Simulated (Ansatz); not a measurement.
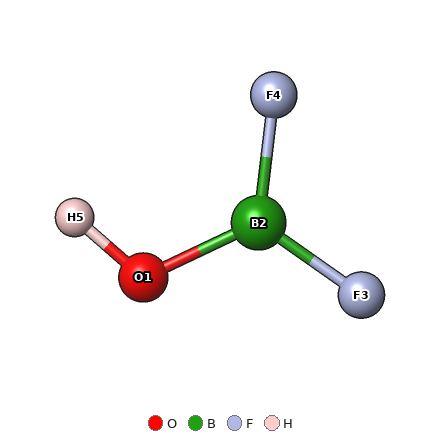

The system is BF2HO, SMILES OB(F)F; the picture shows the grid point nearest to the relaxed geometry. Two internal coordinates are moved rigidly from the geometry relaxed at PBE0-D4/def2-TZVP, all others fixed. Coordinates scanned: (1) bond B2–F3; (2) bond B2–F4. The scan uses a 7 × 7 grid. Points are written as (first, second). All energies are given in eV relative to the lowest grid point. All numbers below come from Ansatz, RKS r2SCAN-D4/def2-TZVPP.

Its coordinates:

```xyz
5

O     0.0213    0.9834    0.1843
B     0.1134   -0.3577    0.1293
F     0.6949   -1.0116    1.1216
F    -0.3719   -1.0739   -0.9149
H    -0.4154    1.3683   -0.5791
```

Range: bond B2–F3 from 1.159 to 1.844 Å; bond B2–F4 from 1.195 to 1.593 Å.

Q: Predict the map.

A: The lowest grid point is at (1.323 Å, 1.356 Å). No other kind of well shows on this grid. The highest grid point, (1.844 Å, 1.593 Å), lies 3.64 eV above the lowest. Round the minimum the two coordinates are weakly coupled (coupling 0.10 in units of the two stiffnesses).

```
bond B2–F4 ↓, bond B2–F3 →  1.159  1.226  1.323  1.437  1.563  1.699  1.844
                     1.593   1.54   1.03   0.88   1.21   1.88   2.73   3.64
                     1.509   1.17   0.64   0.46   0.77   1.42   2.26   3.15
                     1.430   0.92   0.36   0.16   0.44   1.07   1.88   2.77
                     1.356   0.81   0.23   0.00   0.25   0.86   1.66   2.53
                     1.290   0.89   0.29   0.03   0.25   0.83   1.61   2.46
                     1.234   1.15   0.53   0.23   0.43   0.99   1.74   2.58
                     1.195   1.48   0.83   0.51   0.69   1.23   1.97   2.80
```

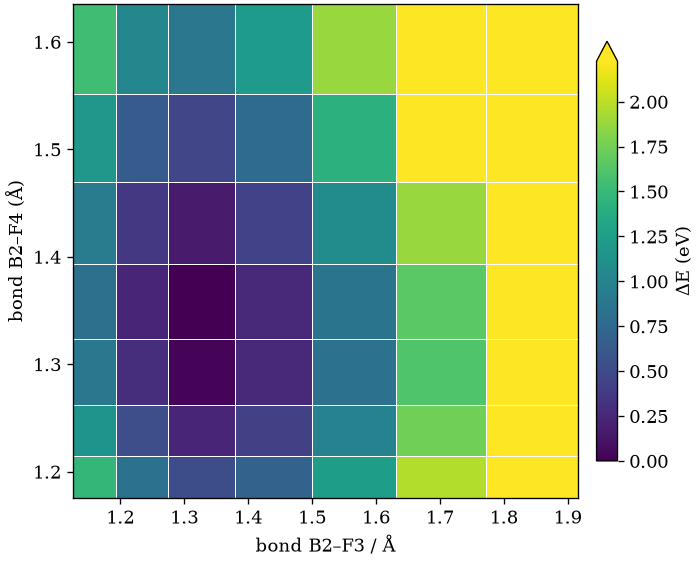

In the figure: one coloured cell a grid point, one colour for all values above the top of the scale.
